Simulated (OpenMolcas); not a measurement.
# BSiH4OF (SMILES FBO[SiH3]) at 6 levels

Aim: a comparison of 6 runs (HF/STO-3G, HF/3-21G, B2PLYP/6-311+G**, PBE/6-311+G**, PBE0/6-311+G**, revPBE/6-311+G**) of BSiH4OF. 

The results are computed with OpenMolcas 26.06.

### 1 The structure to begin with

BSiH4OF has 8 atoms, charge 0, and is taken as a singlet. As SMILES, `FBO[SiH3]`. Geometry: relaxed at PBE0-D4/def2-TZVP. This is one conformer, not always the lowest.

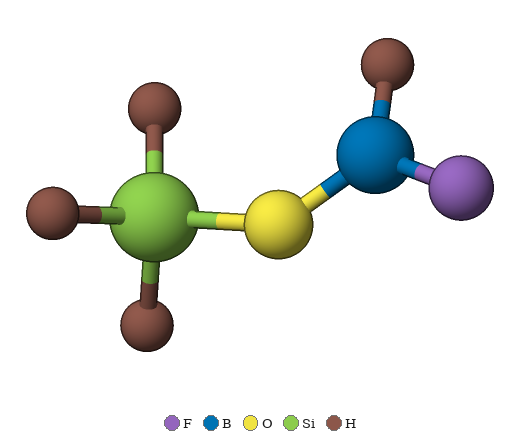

Viewed from a chosen angle; fluorine purple, boron blue, oxygen yellow, silicon green, hydrogen brown.

### 2 Energy and forces at HF/STO-3G (run 1)

struct.xyz reads:

```xyz
8

F     -1.599400    -1.699200     1.426100
B     -0.685400    -0.787600     1.133000
O     -0.487500    -0.477100    -0.157600
Si     0.521000     0.572800    -0.945400
H     -0.075300    -0.278500     2.029800
H     -0.317100     1.531000    -1.702400
H      1.370700     1.295700     0.034600
H      1.365000    -0.214300    -1.873700
```

run.inp reads:

```
* BFH4OSi Hartree-Fock

&gateway
 baslib
 $CurrDir
 coord
 struct.xyz
 basis
 STO-3G
 group
 NoSym

&seward

&scf
 thresholds
 1e-10 1e-07 1e-07 1e-05
 prorbitals
 1 2

&alaska
```

The basis set STO-3G is read from a file made from the Basis Set Exchange's data (not shown).

Launch:

```console
$ export MOLCAS_MEM=1860
$ pymolcas run.inp > run.log
```

The log of the run:

```text
--- Start Module: gateway ---
[...]
--- Stop Module: gateway /rc=_RC_ALL_IS_WELL_ ---
[...]
      Basis functions           28
[...]
--- Start Module: scf ---
[...]
       Convergence after  12 Iterations
[...]
::    Total SCF energy                               -484.3188704117
[...]
      Total spin, S                                     0.0000000000
[...]
      Total electronic charge=   40.000000
      Total            charge=   -0.000000
[...]
      Dipole Moment (debye):
      Origin of the operator (angstrom)=   -0.3691   -0.3872    0.1163
                   X=  1.2601E+00               Y=  1.3050E+00               Z= -9.2913E-01           Total=  2.0381E+00
      Quadrupole Moment (debye*angstrom):
[...]
--- Stop Module: scf /rc=_RC_ALL_IS_WELL_ ---
--- Start Module: alaska ---
[...]
 *              Molecular gradients               *
 **************************************************
  Irreducible representation: a
 ------------------------------------------------------------------------------------------
                              X                       Y                       Z
 ------------------------------------------------------------------------------------------
  F1               -1.07962765060989E-02   -1.07589424107921E-02    3.91550558065834E-03
  B2               -4.34066663580568E-03   -5.27117962546275E-03    9.63995992222522E-03
  O3                1.00531824121779E-02    1.20388696293006E-02   -2.46239102191668E-02
  SI4              -2.04263636606408E-02   -2.07056420330689E-02    1.03250001505755E-02
  H5                8.21480343048009E-03    6.77969709605475E-03    1.35565879917707E-02
  H6               -1.75491191228434E-02    1.96498407293508E-02   -1.54772261078295E-02
  H7                1.75479617259131E-02    1.47861180632440E-02    2.16954015330271E-02
  H8                1.72964783568408E-02   -1.65187614486371E-02   -1.90313188512796E-02
[...]
--- Stop Module: alaska /rc=_RC_ALL_IS_WELL_ ---
[...]
```

It took 2.6 s on 1 thread of Intel Xeon Platinum 8259CL at 2.50GHz (Skylake/Cascade Lake), shared host; peak memory 0.37 GiB.

### 3 Energy and forces at HF/3-21G (run 2)

test.inp reads:

```
&gateway
baslib = $CurrDir
coord
8
angstrom
F       -1.599400      -1.699200       1.426100
B       -0.685400      -0.787600       1.133000
O       -0.487500      -0.477100      -0.157600
Si       0.521000       0.572800      -0.945400
H       -0.075300      -0.278500       2.029800
H       -0.317100       1.531000      -1.702400
H        1.370700       1.295700       0.034600
H        1.365000      -0.214300      -1.873700
basis = 3-21G
group = NoSym
&seward
&scf
thresholds = 1e-10 1e-07 1e-07 1e-05
prorbitals = 1 2
&alaska
```

The basis set 3-21G is read from a file made from the Basis Set Exchange's data (not shown).

Launch:

```console
$ export MOLCAS_MEM=1860
$ pymolcas test.inp > test.log
```

The log of the run:

```text
--- Start Module: gateway ---
[...]
--- Stop Module: gateway /rc=_RC_ALL_IS_WELL_ ---
[...]
      Basis functions           48
[...]
--- Start Module: scf ---
[...]
       Convergence after  11 Iterations
[...]
::    Total SCF energy                               -487.7699914691
[...]
      Total spin, S                                     0.0000000000
[...]
      Total electronic charge=   40.000000
      Total            charge=   -0.000000
[...]
      Dipole Moment (debye):
      Origin of the operator (angstrom)=   -0.3691   -0.3872    0.1163
                   X=  1.8972E+00               Y=  1.8834E+00               Z= -5.1358E-01           Total=  2.7222E+00
      Quadrupole Moment (debye*angstrom):
[...]
--- Stop Module: scf /rc=_RC_ALL_IS_WELL_ ---
--- Start Module: alaska ---
[...]
 *              Molecular gradients               *
 **************************************************
  Irreducible representation: a
 ------------------------------------------------------------------------------------------
                              X                       Y                       Z
 ------------------------------------------------------------------------------------------
  F1                1.71149547147582E-02    1.74727823085696E-02   -9.36548876544663E-03
  B2               -7.39504587950135E-03   -6.13889447114246E-03   -1.26666734623395E-02
  O3                1.37040344519956E-03    1.85245342587237E-03   -5.09322347781982E-03
  SI4              -9.97951063275693E-03   -1.17491090005357E-02    2.25372423184638E-02
  H5                2.66332734432018E-03    2.14733652653010E-03    5.38926291037045E-03
  H6               -2.48013810606662E-03   -1.00876083104851E-03   -3.68520726913069E-04
  H7               -1.53921160205073E-04   -1.58690725283517E-04    7.99177460164557E-05
  H8               -1.14006972577485E-03   -2.41711723292015E-03   -5.12516542341412E-04
[...]
--- Stop Module: alaska /rc=_RC_ALL_IS_WELL_ ---
[...]
```

It took 3 s on 1 thread of Intel Xeon Platinum 8259CL at 2.50GHz (Skylake/Cascade Lake), shared host; peak memory 0.38 GiB.

Runs 3 to 5 aren't shown in full; the table further down has their settings and results.

### 4 Energy and gradient at revPBE/6-311+G(d,p) (run 6)

calc.input reads:

```
&GATEWAY
 BasLib=$CurrDir
 BasisSet
 F.6-311pGss....
 F1 -1.599400 -1.699200 1.426100 angstrom
 End of Basis
 BasisSet
 B.6-311pGss....
 B2 -0.685400 -0.787600 1.133000 angstrom
 End of Basis
 BasisSet
 O.6-311pGss....
 O3 -0.487500 -0.477100 -0.157600 angstrom
 End of Basis
 BasisSet
 Si.6-311pGss....
 Si4 0.521000 0.572800 -0.945400 angstrom
 End of Basis
 BasisSet
 H.6-311pGss....
 H5 -0.075300 -0.278500 2.029800 angstrom
 H6 -0.317100 1.531000 -1.702400 angstrom
 H7 1.370700 1.295700 0.034600 angstrom
 H8 1.365000 -0.214300 -1.873700 angstrom
 End of Basis

&SEWARD
 GridInput
 Grid=UltraFine
 End of Grid

&SCF
 KSDFT=revPBE
 Thresholds=1e-10 1e-07 1e-07 1e-05
 PrOrbitals=1 1

&ALASKA
```

The basis set 6-311+G** is read from a file made from the Basis Set Exchange's data (not shown).

Launch:

```console
$ export MOLCAS_MEM=1860
$ pymolcas calc.input > calc.log
```

The log of the run:

```text
--- Start Module: gateway ---
[...]
--- Stop Module: gateway /rc=_RC_ALL_IS_WELL_ ---
[...]
      Basis functions          120
[...]
--- Start Module: scf ---
[...]
       Convergence after  15 Iterations
[...]
::    Total KS-DFT energy                            -491.8770197058
[...]
      Total spin, S                                     0.0000000000
[...]
      Total electronic charge=   40.000000
      Total            charge=   -0.000000
[...]
      Dipole Moment (debye):
      Origin of the operator (angstrom)=   -0.3691   -0.3872    0.1163
                   X=  1.3188E+00               Y=  1.3318E+00               Z= -6.0095E-01           Total=  1.9683E+00
      Quadrupole Moment (debye*angstrom):
[...]
--- Stop Module: scf /rc=_RC_ALL_IS_WELL_ ---
[...]
--- Start Module: alaska ---
[...]
 *              Molecular gradients               *
 **************************************************
  Irreducible representation: a
 ------------------------------------------------------------------------------------------
                              X                       Y                       Z
 ------------------------------------------------------------------------------------------
  F1                1.49400708891996E-02    1.50048118027701E-02   -5.51998059956738E-03
  B2               -9.77463259688083E-03   -8.85075539276681E-03   -7.82972678802540E-03
  O3                1.03793866508664E-02    9.69376515747200E-03    4.22509802399862E-03
  SI4              -1.06948929332260E-02   -1.11689546735594E-02    9.00156678323860E-03
  H5               -1.50249528530466E-03   -1.17072627101900E-03   -2.59476832606786E-03
  H6                2.75967624112106E-03   -3.33441316268379E-03    2.58096696652776E-03
  H7               -3.15962594672836E-03   -2.75129985995459E-03   -3.01614057281663E-03
  H8               -2.94748701905645E-03    2.57757239970835E-03    3.15298451274204E-03
[...]
--- Stop Module: alaska /rc=_RC_ALL_IS_WELL_ ---
[...]
```

Run time: 68 s. Hardware: 1 thread of Intel Xeon Platinum 8259CL at 2.50GHz (Skylake/Cascade Lake), shared host; peak memory 0.76 GiB.

### 5 Overview of the runs

```tsv
run	level	task	frozen core orbitals	energy (Eh)	dipole moment (D)	HOMO energy (eV)	LUMO energy (eV)	wall time
1	HF/STO-3G	gradient	–	-484.318870	2.04	-9.67	9.45	2.6 s
2	HF/3-21G	gradient	–	-487.769991	2.72	-12.91	3.98	3 s
3	B2PLYP/6-311+G**	energy	8	-491.733774	2.25	-10.89	0.62	53 s
4	PBE/6-311+G**	gradient	–	-491.635611	2.01	-7.96	-1.03	68 s
5	PBE0/6-311+G**	gradient	–	-491.672894	2.14	-9.47	-0.23	66 s
6	revPBE/6-311+G**	gradient	–	-491.877020	1.97	-7.92	-0.94	68 s
```

### 6 Summary of results

```
                       quantity          value
            run 6: total energy  -491.87702 Eh
           run 6: dipole moment         1.97 D
             run 6: HOMO energy       -7.92 eV
             run 6: LUMO energy       -0.94 eV
           run 6: HOMO–LUMO gap        6.98 eV
run 6: largest force on an atom     1.125 eV/Å
```

What this shows: The dipole moment (its size) runs from 1.97 D (revPBE/6-311+G**) to 2.72 D (HF/3-21G). The two ends differ in method and basis. The HOMO–LUMO gap runs from 6.93 eV (PBE/6-311+G**) to 19.12 eV (HF/STO-3G). For B2PLYP the log adds the whole second-order term; the table takes 0.27 of it, as the functional is defined. Totals of different functionals can't be ranked against each other. In run 1 the basis is minimal, so the values are rough. All runs together took 4.3 min, the longest 68 s.
